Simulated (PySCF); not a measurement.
```yaml
atoms:
  - { symbol: C, position_ang: [-1.0479, 2.4574, 0.9463] }
  - { symbol: Si, position_ang: [-1.8257, 0.7515, 0.6153] }
  - { symbol: Si, position_ang: [-0.1406, -0.8036, 0.1203] }
  - { symbol: Si, position_ang: [-0.7931, -2.6714, -1.1122] }
  - { symbol: Si, position_ang: [1.2606, -1.2477, 1.9384] }
  - { symbol: O, position_ang: [0.8327, -0.0213, -0.9720] }
  - { symbol: Si, position_ang: [1.7926, 1.1142, -1.5868] }
  - { symbol: H, position_ang: [-1.7912, 3.2253, 1.1418] }
  - { symbol: H, position_ang: [-0.4599, 2.7752, 0.0890] }
  - { symbol: H, position_ang: [-0.3802, 2.4205, 1.8030] }
  - { symbol: H, position_ang: [-2.5773, 0.3591, 1.8202] }
  - { symbol: H, position_ang: [-2.8410, 0.9424, -0.4367] }
  - { symbol: H, position_ang: [-1.7269, -2.3902, -2.2105] }
  - { symbol: H, position_ang: [0.3042, -3.4288, -1.7270] }
  - { symbol: H, position_ang: [-1.4878, -3.6129, -0.2248] }
  - { symbol: H, position_ang: [1.9517, -0.0709, 2.4844] }
  - { symbol: H, position_ang: [0.4608, -1.7913, 3.0433] }
  - { symbol: H, position_ang: [2.3237, -2.2286, 1.6815] }
  - { symbol: H, position_ang: [0.9554, 1.9534, -2.4438] }
  - { symbol: H, position_ang: [2.8197, 0.3933, -2.3318] }
  - { symbol: H, position_ang: [2.3613, 1.8911, -0.4838] }
```

Geometry: GFN2-xTB.

Level of theory: PBE0/pcSseg-1, SCF density, gas phase, non-relativistic (PySCF 2.14.0).

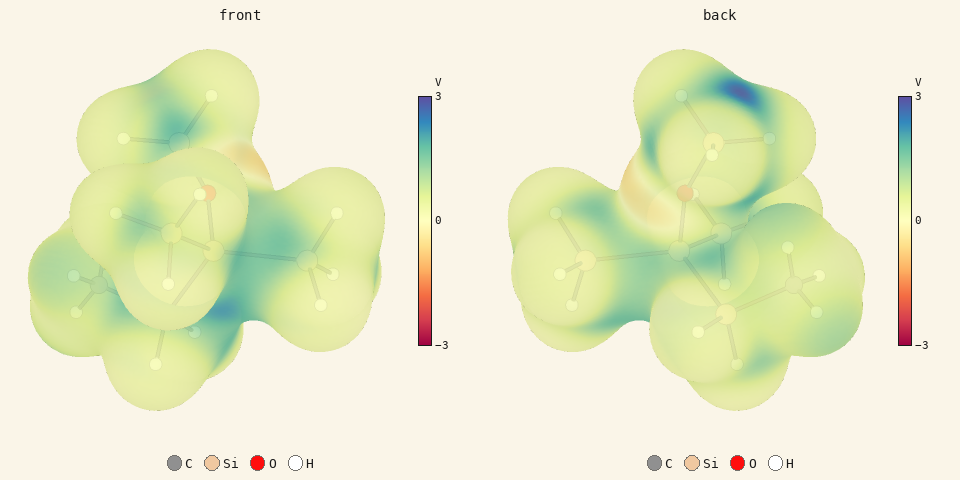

CH$_{14}$OSi$_{5}$ (SMILES C[SiH2][Si]([SiH3])([SiH3])O[SiH3]). The electrostatic potential painted on the density surface at 0.004 e/bohr³, seen from the front and from behind; the colour scale runs from red (negative) to blue (positive).

Q: Which sites attract a positive test charge, and which a negative one?

A: A positive charge is drawn to the negative regions and a negative charge to the positive ones. The most negative region (about −0.5 V) lies over O6, the most positive (about +2.3 V) over Si7.

Q: How polar is the molecule by this calculation?

A: Its dipole moment is 1.09 D.
